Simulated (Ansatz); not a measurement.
Consider S4W.

The calculation's input:

```
crystal:
  periodic: [false, false, false]
  atoms:
    - {symbol: W, position_ang: [0.104444, 0.358034, 0.283344]}
    - {symbol: S, position_ang: [-1.682575, 0.791292, 1.400590]}
    - {symbol: S, position_ang: [0.793579, 2.069521, -0.843642]}
    - {symbol: S, position_ang: [0.007450, -1.281199, -1.346162]}
    - {symbol: S, position_ang: [0.777102, -1.937638, 0.505870]}
basis:
  gaussian: {orbitals: def2-TZVP, initial_orbitals: start.molden}
hamiltonian: {xc: pbe0, dispersion: d4}
scf: {omitted_lower_state_checks: [starts]}
output: {orbitals: {seedname: orbitals}}
```

Launched as:

```sh
ansatz run in.yaml --threads 4 --pin off --events-out ev --progress --plain --max-ram 4787MiB
```

Geometry: PBE-D4/def2-SVP; core potentials replace the inner electrons of W.

These are results of RKS PBE0-D4/def2-TZVP in Ansatz, not measurements.

Question: What can the converged electron density and electron localisation function tell about the bonding?

Answer: W–S (2.15 Å): ρ at the midpoint is about 1 e/Å³; the ELF peaks at about 0.75 in the valence shell of S, 0.8 Å from its nucleus, and is about 0.50 at the midpoint.
W–S (2.40 Å): ρ at the midpoint is about 0.63 e/Å³; the ELF peaks at about 0.80 in the valence shell of S, 0.9 Å from its nucleus, and is about 0.45 at the midpoint.

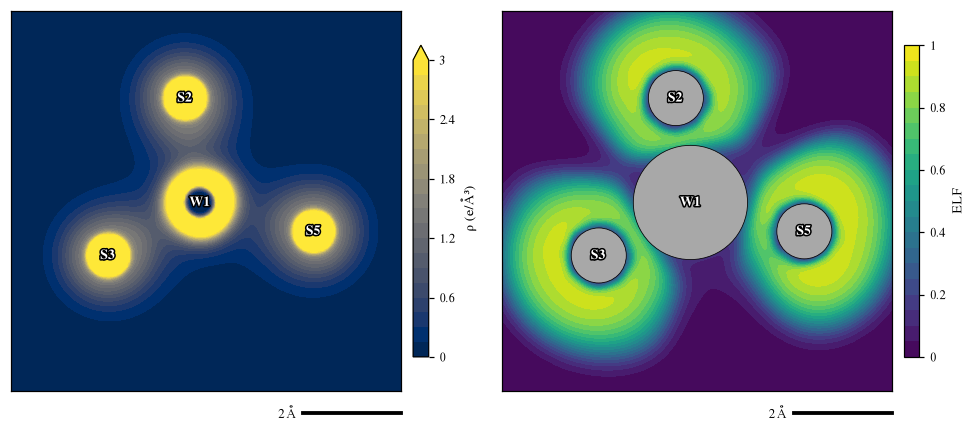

Computed electron density and electron localisation function on the plane of atoms S2, W1 and S3, in this order. Grey discs cover the atomic cores in the ELF map. 
